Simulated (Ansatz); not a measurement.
# B2FH6NSi: a ladder of functionals and wavefunction methods

How much do the methods differ for B2FH6NSi? The plan is to run it at one geometry with functionals of several rungs and with coupled cluster, and see how far each lands from CCSD(T) at the basis-set limit for the atomisation energy.

The runs use Ansatz 0.2.0, Gaussian basis; functionals in def2-TZVPP, the program's frozen cores in correlated methods.

The runs, in order: PBE-D4, r2SCAN-D4, PBE0-D4, B3LYP-D4, ωB97X-V, ωB97M-V, B2PLYP; CCSD(T)/def2-TZVPP; MP2/def2-QZVPP; extrapolation to the limit.

## 1. The relaxed structure

All runs share one geometry, relaxed beforehand with PBE0-D4 in a triple-zeta def2 set.

11 atoms, charge 0, spin multiplicity 1.

Atoms are counted from 1 here; the program's logs count them from 0.

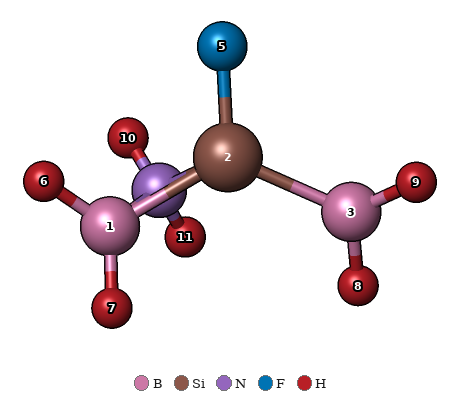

The geometry (boron pink, silicon brown, nitrogen purple, fluorine blue, hydrogen red); atoms are numbered from 1 in the order of the file.

## 2. PBE-D4 (GGA)

Input file in.yaml:

```yaml
crystal:
  periodic: [false, false, false]
  atoms:
    - {symbol: B, position_ang: [-1.110617, 0.840316, -0.681925]}
    - {symbol: Si, position_ang: [0.352827, 0.440156, 0.602713]}
    - {symbol: B, position_ang: [0.517874, -1.202907, 1.657423]}
    - {symbol: N, position_ang: [0.162884, 0.039693, -1.211031]}
    - {symbol: F, position_ang: [1.595482, 1.462294, 0.655160]}
    - {symbol: H, position_ang: [-1.118470, 1.980287, -1.047925]}
    - {symbol: H, position_ang: [-2.107977, 0.186289, -0.617755]}
    - {symbol: H, position_ang: [-0.078439, -2.163333, 1.262062]}
    - {symbol: H, position_ang: [1.021874, -1.250730, 2.738227]}
    - {symbol: H, position_ang: [0.781856, 0.533416, -1.840442]}
    - {symbol: H, position_ang: [0.048104, -0.922481, -1.496006]}
basis:
  gaussian: {orbitals: def2-TZVPP}
hamiltonian: {xc: pbe, dispersion: d4}
output: {forces: true, orbitals: {seedname: orbitals}}
```

Started as:

```bash
$ ansatz run in.yaml --threads 4 --pin off --events-out ev --progress --plain --max-ram 10444MiB
```

Further steps of the session: r2SCAN-D4 (meta-GGA); PBE0-D4 (hybrid); B3LYP-D4 (hybrid); ωB97X-V (range-separated); ωB97M-V (range-separated); B2PLYP (double hybrid); CCSD(T) in def2-TZVPP; MP2 in def2-QZVPP.

Before running them: what should the planned runs give, taken together? Wanted: atomisation energy, CCSD(T)/CBS; farthest; mean size of error, hybrid; mean size of error, range-separated; gap, smallest and largest; T1 diagnostic; triples share of the correlation energy.

As calculated:

| quantity | value |
| --- | --- |
| atomisation energy, CCSD(T)/CBS | 3812.5 kJ/mol |
| functionals within 19.1 kJ/mol (0.5 %) | B2PLYP |
| farthest | PBE-D4 (+90.9 kJ/mol) |
| mean size of error, hybrid | 28.0 kJ/mol |
| mean size of error, range-separated | 34.3 kJ/mol |
| gap, smallest and largest | 2.12 eV (PBE-D4), 8.11 eV (ωB97X-V) |
| T1 diagnostic | 0.0156 |
| triples share of the correlation energy | 3.6 % |

PBE-D4 is off by +90.9 kJ/mol. Double hybrids carry the basis error of their MP2 part in triple zeta, and no dispersion term here, so their miss is partly the set-up's. The reference freezes the cores and leaves out relativity and excitations past (T), so misses under about 19.1 kJ/mol can't be ranked. Hartree-Fock recovers 74 % of the binding; the rest is correlation. The gap grows from 2.1 to 8.1 eV across the functionals, mostly with the share of exact exchange.
